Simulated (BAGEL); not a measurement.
**singlet C2H2FSi+: a chain of runs**

We compute a single-point energy (singlet C2H2FSi+, HF/def2-SV(P)), then a single-point energy (doublet C2H2FSi, NEVPT2(3,3)/def2-SV(P)), then a single-point energy (doublet C2H2FSi, CASPT2(3,3)/def2-SV(P)) of C2H2FSi. 

The results are computed with BAGEL 1.2.2.

## (1) The structure to begin with

C2H2FSi+ has 6 atoms, charge +1, and is taken as a singlet. As SMILES of the parent species, `C#C[SiH]F`. The C1–H5 distance was set to 1.440 Å, away from the relaxed value. That shape belongs to the parent species and isn't relaxed for this state.

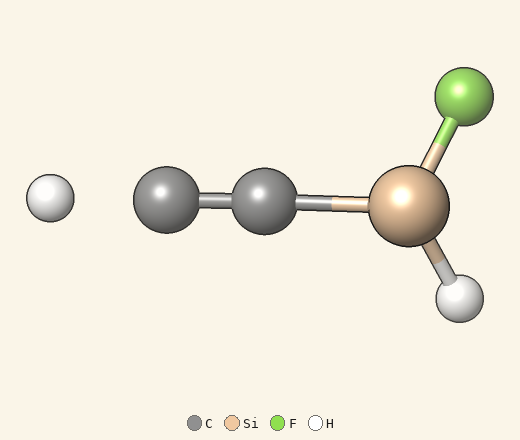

The structure, seen from a chosen angle (carbon grey, silicon light orange, fluorine green, hydrogen white).

## (2) The energy at HF/def2-SV(P) (density fitting with svp-jkfit) (run 1)

input.json

```json
{ "bagel" : [

{
  "title" : "molecule",
  "basis" : "def2-sv_p_.json",
  "df_basis" : "svp-jkfit",
  "angstrom" : true,
  "geometry" : [
    { "atom" : "C", "xyz" : [    0.124329,   -0.536793,   -1.261121 ] },
    { "atom" : "C", "xyz" : [    0.126629,   -0.070493,   -0.145521 ] },
    { "atom" : "Si", "xyz" : [    0.344529,    0.609907,    1.513379 ] },
    { "atom" : "F", "xyz" : [   -0.471771,   -0.269093,    2.571379 ] },
    { "atom" : "H", "xyz" : [    0.100300,   -1.089200,   -2.590300 ] },
    { "atom" : "H", "xyz" : [   -0.150871,    2.007607,    1.588879 ] }
  ]
},
{ "title" : "hf", "charge" : 1 },
{ "title" : "print", "file" : "orbitals.molden", "orbitals" : true }

]}
```

The basis set def2-SV(P) is read from a file made from the Basis Set Exchange's data (not shown).

Command:

```console
$ BAGEL_NUM_THREADS=1 BAGEL input.json > input.out
```

Output:

```text
* using 1 threads per process

  ===============================================================
  ===============================================================

  *** Geometry ***

  { "atom" : "C", "xyz" : [      0.234948,     -1.014392,     -2.383173 ] },
  { "atom" : "C", "xyz" : [      0.239294,     -0.133212,     -0.274995 ] },
  { "atom" : "Si", "xyz" : [      0.651065,      1.152557,      2.859872 ] },
  { "atom" : "F", "xyz" : [     -0.891518,     -0.508512,      4.859202 ] },
  { "atom" : "H", "xyz" : [      0.189540,     -2.058290,     -4.894958 ] },
  { "atom" : "H", "xyz" : [     -0.285105,      3.793827,      3.002546 ] },

  Number of auxiliary basis functions:      391

  Since a DF basis is specified, we compute 2- and 3-index integrals:
    o Being stored without compression. Storage requirement is 0.013 GB

  Number of basis functions:       64
  Number of electrons      :       37

    * METHOD: MOLECULE                             0.13

  *** RHF ***

  === Nuclear Repulsion ===
   129.3812030381

      * DIIS with orbital gradients will be used.

  === RHF iteration (def2-sv_p_.json) ===
      0       -464.41350606          0.02444458           0.03
      1       -464.54976831          0.01595974           0.03
      2       -464.61962350          0.00223838           0.03
      3       -464.62147691          0.00101377           0.03
      4       -464.62183171          0.00025359           0.03
      5       -464.62186662          0.00012880           0.03
      6       -464.62188013          0.00007986           0.03
      7       -464.62189040          0.00003270           0.03
      8       -464.62189187          0.00001613           0.03
      9       -464.62189212          0.00000850           0.03
     10       -464.62189219          0.00000380           0.03
     11       -464.62189220          0.00000195           0.03
     12       -464.62189220          0.00000076           0.03
     13       -464.62189220          0.00000035           0.03
     14       -464.62189220          0.00000018           0.03
     15       -464.62189220          0.00000012           0.03
     16       -464.62189220          0.00000008           0.03
     17       -464.62189220          0.00000005           0.03
     18       -464.62189220          0.00000002           0.03
     19       -464.62189220          0.00000001           0.03
    * SCF iteration converged.

    * Permanent dipole moment:
           (   -1.318649,    -0.672726,     0.922106) a.u.

    * METHOD: HF                                   0.76

    * METHOD: PRINT                                0.01

  ===============================================================
```

Run time: 1 s. Hardware: 1 thread of Arm Neoverse V1, shared host; peak memory 0.14 GiB.

## (3) Doublet neutral C2H2FSi: a single-point energy at NEVPT2(3,3)/def2-SV(P) (density fitting with svp-jkfit) (run 2)

input.json

```json
{ "bagel": [

{
  "title": "molecule",
  "basis": "def2-sv_p_.json",
  "df_basis": "svp-jkfit",
  "angstrom": "true",
  "geometry": [
    { "atom": "C", "xyz": [       0.124329,      -0.536793,      -1.261121 ] },
    { "atom": "C", "xyz": [       0.126629,      -0.070493,      -0.145521 ] },
    { "atom": "Si", "xyz": [       0.344529,       0.609907,       1.513379 ] },
    { "atom": "F", "xyz": [      -0.471771,      -0.269093,       2.571379 ] },
    { "atom": "H", "xyz": [       0.100300,      -1.089200,      -2.590300 ] },
    { "atom": "H", "xyz": [      -0.150871,       2.007607,       1.588879 ] }
  ]
},

{ "title": "hf", "charge": 1 },

{ "title": "casscf", "nstate": 1, "nact": 3, "nclosed": 17, "nspin": 1, "active": [15, 19, 22], "maxiter": 200, "natocc": "true" },

{
  "title": "nevpt2",
  "nstate": 1,
  "nact": 3,
  "nclosed": 17,
  "nspin": 1,
  "active": [15, 19, 22],
  "maxiter": 200,
  "natocc": "true",
  "ncore": 8
},

{ "title": "print", "file": "orbitals.molden", "orbitals": "true" }

]}
```

The basis set def2-SV(P) is read from a file made from the Basis Set Exchange's data (not shown).

Command:

```console
$ BAGEL_NUM_THREADS=1 BAGEL input.json > input.out
```

Output:

```text
* using 1 threads per process

  ===============================================================
  ===============================================================

  *** Geometry ***

  { "atom" : "C", "xyz" : [      0.234948,     -1.014392,     -2.383173 ] },
  { "atom" : "C", "xyz" : [      0.239294,     -0.133212,     -0.274995 ] },
  { "atom" : "Si", "xyz" : [      0.651065,      1.152557,      2.859872 ] },
  { "atom" : "F", "xyz" : [     -0.891518,     -0.508512,      4.859202 ] },
  { "atom" : "H", "xyz" : [      0.189540,     -2.058290,     -4.894958 ] },
  { "atom" : "H", "xyz" : [     -0.285105,      3.793827,      3.002546 ] },

  Number of auxiliary basis functions:      391

  Since a DF basis is specified, we compute 2- and 3-index integrals:
    o Being stored without compression. Storage requirement is 0.013 GB

  Number of basis functions:       64
  Number of electrons      :       37

    * METHOD: MOLECULE                             0.13

  *** RHF ***

  === Nuclear Repulsion ===
   129.3812030381

      * DIIS with orbital gradients will be used.

  === RHF iteration (def2-sv_p_.json) ===
      0       -464.41350606          0.02444458           0.03
      1       -464.54976831          0.01595974           0.03
      2       -464.61962350          0.00223838           0.03
      3       -464.62147691          0.00101377           0.03
      4       -464.62183171          0.00025359           0.03
      5       -464.62186662          0.00012880           0.03
      6       -464.62188013          0.00007986           0.03
      7       -464.62189040          0.00003270           0.03
      8       -464.62189187          0.00001613           0.03
      9       -464.62189212          0.00000850           0.03
     10       -464.62189219          0.00000380           0.03
     11       -464.62189220          0.00000195           0.03
     12       -464.62189220          0.00000076           0.03
     13       -464.62189220          0.00000035           0.03
     14       -464.62189220          0.00000018           0.03
     15       -464.62189220          0.00000012           0.03
     16       -464.62189220          0.00000008           0.03
     17       -464.62189220          0.00000005           0.03
     18       -464.62189220          0.00000002           0.03
     19       -464.62189220          0.00000001           0.03
    * SCF iteration converged.

    * Permanent dipole moment:
           (   -1.318649,    -0.672726,     0.922106) a.u.

    * METHOD: HF                                   0.77

  ---------------------------
      CASSCF calculation
  ---------------------------

    ==== Active orbitals : =====
         Orbital 15
         Orbital 19
         Orbital 22
    ============================

    * nstate   :      1
    * nclosed  :     17
    * nact     :      3
    * nvirt    :     44
  === CASSCF iteration (def2-sv_p_.json) ===

    * Using the second-order algorithm

      0  0      -464.90356213     1.50e-02      0.02

      1  0      -464.94888059     2.04e-03      0.22

      2  0      -464.95766061     3.97e-04      0.20

      3  0      -464.95804091     7.61e-05      0.21

      4  0      -464.95804423     1.14e-05      0.21

      5  0      -464.95804427     2.12e-06      0.21

      6  0      -464.95804428     4.52e-07      0.21

      7  0      -464.95804428     9.82e-08      0.18

      8  0      -464.95804428     2.13e-08      0.17

      9  0      -464.95804428     4.61e-09      0.15

    * Second-order optimization converged. *

     guess   0:   closed 1..                  open .1.

  === FCI iteration ===

      0  0      -464.93004435     5.81e-02      0.00
      1  0      -464.95780557     4.31e-03      0.00
      2  0      -464.95804391     1.77e-04      0.00
      3  0      -464.95804427     1.77e-05      0.00
      4  0      -464.95804428     1.12e-06      0.00
      5  0      -464.95804428     3.22e-08      0.00
      6  0      -464.95804428     2.74e-10      0.00
      7  0 *    -464.95804428     4.87e-16      0.00

     * ci vector, state   0, <S^2> = 0.7500
       2a.    -0.9872985690
       .a2    -0.1587938536

    * METHOD: CASSCF                               1.85

    * freezing 8 orbitals

  === DF-NEVPT2 calculation ===

    * 3-index integral transformation done
    * assembly done

      NEVPT2 correlation energy:   -0.4783906933      0.08

          (+0)     -0.4037526803
          (+0)'    -0.0168886757
          (+1)     -0.0153032295
          (+1)'    -0.0002330698
          (+2)     -0.0001464131
          (-1)     -0.0370371598
          (-1)'    -0.0003740336
          (-2)     -0.0046554316

      NEVPT2 total energy:       -465.4364349689

    * METHOD: NEVPT2                               0.15

    * METHOD: PRINT                                0.01

  ===============================================================
```

Wall time 3.3 s (1 thread of Arm Neoverse V1, shared host); peak memory 0.14 GiB.

## (4) Doublet neutral C2H2FSi: the energy at CASPT2(3,3)/def2-SV(P) (density fitting with svp-jkfit) (run 3)

input.json

```json
{ "bagel" : [

{
  "title" : "molecule",
  "basis" : "def2-sv_p_.json",
  "df_basis" : "svp-jkfit",
  "angstrom" : true,
  "geometry" : [
    { "atom" : "C", "xyz" : [       0.124329,      -0.536793,      -1.261121 ] },
    { "atom" : "C", "xyz" : [       0.126629,      -0.070493,      -0.145521 ] },
    { "atom" : "Si", "xyz" : [       0.344529,       0.609907,       1.513379 ] },
    { "atom" : "F", "xyz" : [      -0.471771,      -0.269093,       2.571379 ] },
    { "atom" : "H", "xyz" : [       0.100300,      -1.089200,      -2.590300 ] },
    { "atom" : "H", "xyz" : [      -0.150871,       2.007607,       1.588879 ] }
  ]
},

{ "title" : "hf", "charge" : 1 },

{ "title" : "casscf", "nstate" : 1, "nact" : 3, "nclosed" : 17, "nspin" : 1, "active" : [15, 19, 22], "maxiter" : 200, "natocc" : true },

{ "title" : "print", "file" : "orbitals.molden", "orbitals" : true },

{ "title" : "smith", "method" : "caspt2", "ms" : true, "xms" : true, "sssr" : true, "shift" : 0.2, "shift_imag" : true, "ncore" : 8 }

]}
```

The basis set def2-SV(P) is read from a file made from the Basis Set Exchange's data (not shown).

Command:

```console
$ BAGEL_NUM_THREADS=1 BAGEL input.json > input.out
```

Output:

```text
* using 1 threads per process

  ===============================================================
  ===============================================================

  *** Geometry ***

  { "atom" : "C", "xyz" : [      0.234948,     -1.014392,     -2.383173 ] },
  { "atom" : "C", "xyz" : [      0.239294,     -0.133212,     -0.274995 ] },
  { "atom" : "Si", "xyz" : [      0.651065,      1.152557,      2.859872 ] },
  { "atom" : "F", "xyz" : [     -0.891518,     -0.508512,      4.859202 ] },
  { "atom" : "H", "xyz" : [      0.189540,     -2.058290,     -4.894958 ] },
  { "atom" : "H", "xyz" : [     -0.285105,      3.793827,      3.002546 ] },

  Number of auxiliary basis functions:      391

  Since a DF basis is specified, we compute 2- and 3-index integrals:
    o Being stored without compression. Storage requirement is 0.013 GB

  Number of basis functions:       64
  Number of electrons      :       37

    * METHOD: MOLECULE                             0.13

  *** RHF ***

  === Nuclear Repulsion ===
   129.3812030381

      * DIIS with orbital gradients will be used.

  === RHF iteration (def2-sv_p_.json) ===
      0       -464.41350606          0.02444458           0.04
      1       -464.54976831          0.01595974           0.03
      2       -464.61962350          0.00223838           0.03
      3       -464.62147691          0.00101377           0.03
      4       -464.62183171          0.00025359           0.03
      5       -464.62186662          0.00012880           0.03
      6       -464.62188013          0.00007986           0.03
      7       -464.62189040          0.00003270           0.03
      8       -464.62189187          0.00001613           0.03
      9       -464.62189212          0.00000850           0.03
     10       -464.62189219          0.00000380           0.03
     11       -464.62189220          0.00000195           0.03
     12       -464.62189220          0.00000076           0.03
     13       -464.62189220          0.00000035           0.03
     14       -464.62189220          0.00000018           0.03
     15       -464.62189220          0.00000012           0.03
     16       -464.62189220          0.00000008           0.03
     17       -464.62189220          0.00000005           0.03
     18       -464.62189220          0.00000002           0.03
     19       -464.62189220          0.00000001           0.03
    * SCF iteration converged.

    * Permanent dipole moment:
           (   -1.318649,    -0.672726,     0.922106) a.u.

    * METHOD: HF                                   0.76

  ---------------------------
      CASSCF calculation
  ---------------------------

    ==== Active orbitals : =====
         Orbital 15
         Orbital 19
         Orbital 22
    ============================

    * nstate   :      1
    * nclosed  :     17
    * nact     :      3
    * nvirt    :     44
  === CASSCF iteration (def2-sv_p_.json) ===

    * Using the second-order algorithm

      0  0      -464.90356213     1.50e-02      0.01

      1  0      -464.94888059     2.04e-03      0.20

      2  0      -464.95766061     3.97e-04      0.21

      3  0      -464.95804091     7.61e-05      0.20

      4  0      -464.95804423     1.14e-05      0.20

      5  0      -464.95804427     2.12e-06      0.20

      6  0      -464.95804428     4.52e-07      0.19

      7  0      -464.95804428     9.82e-08      0.16

      8  0      -464.95804428     2.13e-08      0.16

      9  0      -464.95804428     4.61e-09      0.14

    * Second-order optimization converged. *

     guess   0:   closed 1..                  open .1.

  === FCI iteration ===

      0  0      -464.93004435     5.81e-02      0.00
      1  0      -464.95780557     4.31e-03      0.00
      2  0      -464.95804391     1.77e-04      0.00
      3  0      -464.95804427     1.77e-05      0.00
      4  0      -464.95804428     1.12e-06      0.00
      5  0      -464.95804428     3.22e-08      0.00
      6  0      -464.95804428     2.74e-10      0.00
      7  0 *    -464.95804428     4.87e-16      0.00

     * ci vector, state   0, <S^2> = 0.7500
       2a.    -0.9872985690
       .a2    -0.1587938536

    * METHOD: CASSCF                               1.74

    * METHOD: PRINT                                0.01

  === SMITH program ===

    * freezing 8 orbitals

    * Approximate memory requirement for SMITH calulation per MPI process:
      o Storage requirement for T-amplitude, lambda, and residual is 0.01 GB
      o Storage requirement for MO integrals is 0.00 GB
    * Calculating and saving rdm4f

    * Zeroth order energy : state  0       -1.3183290931

    * CASPT2 iteration is performed using orthogonal basis

      -------------------------------------------  CASPT2 iteration  ---------------------------------------------------
       #      aibj      arbs      arbi      airj      risj      airs      arst      rist         Etot      error   time
      ------------------------------------------------------------------------------------------------------------------

       0  -0.40260  -0.00570  -0.03934  -0.01728  -0.00025  -0.01498  -0.00039  -0.00024   -0.4807806  0.0014336   0.04
       1  -0.40274  -0.00572  -0.03941  -0.01741  -0.00027  -0.01526  -0.00040  -0.00025   -0.4814591  0.0002229   0.03
       2  -0.40275  -0.00572  -0.03941  -0.01741  -0.00027  -0.01527  -0.00040  -0.00026   -0.4814782  0.0000370   0.03
       3  -0.40275  -0.00572  -0.03942  -0.01740  -0.00027  -0.01526  -0.00040  -0.00026   -0.4814787  0.0000076   0.03
       4  -0.40275  -0.00572  -0.03942  -0.01740  -0.00027  -0.01526  -0.00040  -0.00026   -0.4814787  0.0000017   0.04
       5  -0.40275  -0.00572  -0.03942  -0.01740  -0.00027  -0.01526  -0.00040  -0.00026   -0.4814787  0.0000004   0.04

      ------------------------------------------------------------------------------------------------------------------

    * CASPT2 energy : state  0     -465.4426760010
        w/o shift correction       -465.4395229687
        reference weight              0.8562800061

    * METHOD: SMITH                                0.33

  ===============================================================
```

It took 3.3 s on 1 thread of Arm Neoverse V1, shared host; peak memory 0.14 GiB.

## (5) Summary of results

| quantity | value |
| --- | --- |
| run 1, HF/def2-SV(P): total energy | -464.62189 Eh |
| run 1, HF/def2-SV(P): HOMO energy | -17.14 eV |
| run 1, HF/def2-SV(P): LUMO energy | -7.46 eV |
| run 1, HF/def2-SV(P): HOMO–LUMO gap | 9.69 eV |
| doublet neutral C2H2FSi, run 2: total energy | -465.43643 Eh |
| doublet neutral C2H2FSi, run 3: total energy | -465.44268 Eh |
